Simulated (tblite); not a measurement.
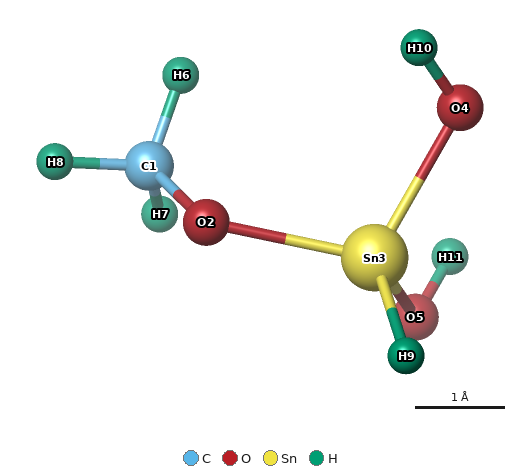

*The input geometry (ball-and-stick view, seen at a tilt; atoms are numbered from 1 in the order of the input). Sticks mark near contacts.*

## Polarizability calculation, with input and output: CH6O3Sn

- system: CH6O3Sn, SMILES C[O][SnH]([OH])[OH]
- method: GFN1-xTB, R-SCC (tblite 0.8.0)

The geometry comes from this level: PBE0-D4/def2-TZVP.

## Output
```
E = -21.92010106 Eh
polarizability tensor (bohr^3)
     45.0016     -5.7980      0.4093
     -5.7984     47.8324     -4.0792
      0.4093     -4.0781     40.3628
principal values [37.753 42.107 53.336]  isotropic 44.399
```

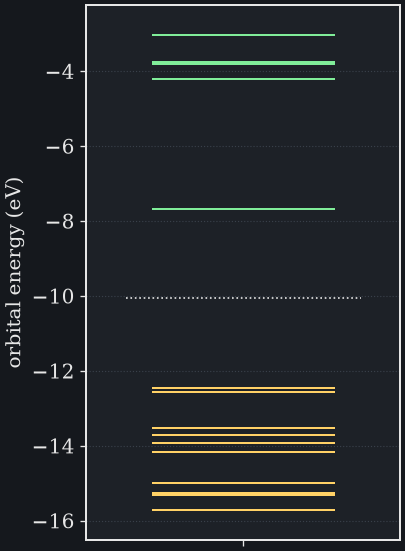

*Orbital energies near the frontier; the dotted line parts filled from empty levels, and levels within 0.02 eV of each other stand side by side.*

Highest filled −12.46 eV, lowest empty −7.68 eV, 4.78 eV apart.

This output came from the following input.

## Input (calc.py)
```python
"""GFN1-xTB finite-field polarizability"""
import json
import numpy as np
from tblite.interface import Calculator
from tblite.library import ffi
from tblite.interface import symbols_to_numbers

symbols = list(map(str, np.loadtxt("input.xyz", skiprows=2, usecols=0, dtype=str, ndmin=1)))
numbers = np.array(symbols_to_numbers(symbols))
positions = np.loadtxt("input.xyz", skiprows=2, usecols=(1, 2, 3), ndmin=2) / 0.5291772

def dipole(field):
    xtb = Calculator("GFN1-xTB", numbers, positions, charge=0, uhf=0)
    xtb.set("verbosity", 0)
    xtb.set("accuracy", 0.01)
    xtb.add("electric-field", ffi.new("double[3]", list(field)))
    return xtb.singlepoint()

F = 0.001  # field step, atomic units
result = dipole([0.0, 0.0, 0.0])
alpha = np.array([(dipole(F * v).get('dipole') - dipole(-F * v).get('dipole')) / (2 * F) for v in np.eye(3)])
print(f"E = {result.get('energy'):.8f} Eh")
print("polarizability tensor (bohr^3)")
for row in alpha:
    print("".join(f"{v:12.4f}" for v in row))
w = np.linalg.eigvalsh((alpha + alpha.T) / 2)
print("principal values", np.round(w, 3), " isotropic %.3f" % w.mean())
out = {k: np.asarray(result.get(k)).tolist() for k in ("energy", "gradient", "charges", "dipole", "orbital-energies", "orbital-occupations")}
out.update(symbols=symbols, positions=(positions * 0.529177210903).tolist(), alpha=alpha.tolist())
json.dump(out, open("results.json", "w"))
```

## File input.xyz
```
11

C      0.020000     1.579400    -0.769900
O      0.863800     0.452800    -0.846600
Sn     0.609000    -1.064800     0.354400
O     -1.064300    -1.949200    -0.148400
O      0.231400    -0.431300     2.157600
H     -1.015500     1.343200    -1.048100
H      0.011800     2.025400     0.231900
H      0.393600     2.329500    -1.472200
H      2.001200    -2.020600     0.290800
H     -1.276100    -1.858200    -1.080700
H     -0.709500    -0.463200     2.351700
```

Command:
```bash
python calc.py
```

## Key numbers

- outcome: converged
- total energy: −21.920101 hartree
- basis functions: 37
- largest force: 0.791 eV/Å
- HOMO: −12.46 eV
- LUMO: −7.68 eV
- dipole moment: 1.94 D
- hardware: 1 thread of Intel Xeon @ 2.50GHz (Skylake/Cascade Lake), 189 GiB of memory available, shared host
- peak memory: 0.068 GiB
